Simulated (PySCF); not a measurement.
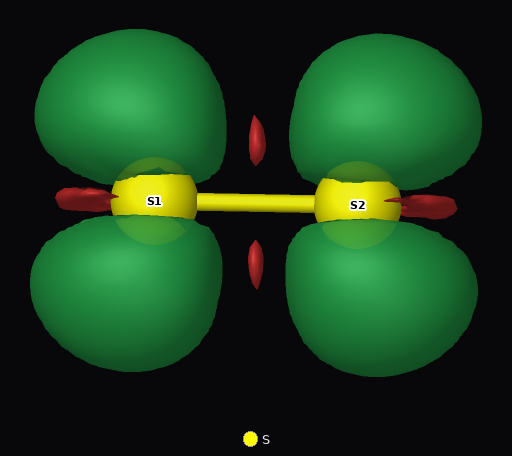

*S2 (SMILES S=[S+]) (charge +1, doublet). Isosurfaces of the spin density (α minus β) at +0.02 (green) and −0.02 e/Å³ (red), seen from one side.*

Geometry: PBE0-D3(BJ)/ma-def2-SVP.

These are results of PySCF 2.14.0, density-fitted response routines, DFT single point, gas phase, functional PBE0, not measurements.

Where is the unpaired spin?

Answer. The unpaired spin (1 electron) lies mostly on S1 (about 0.5) and S2 (about 0.5), in electrons by Hirshfeld's partition.
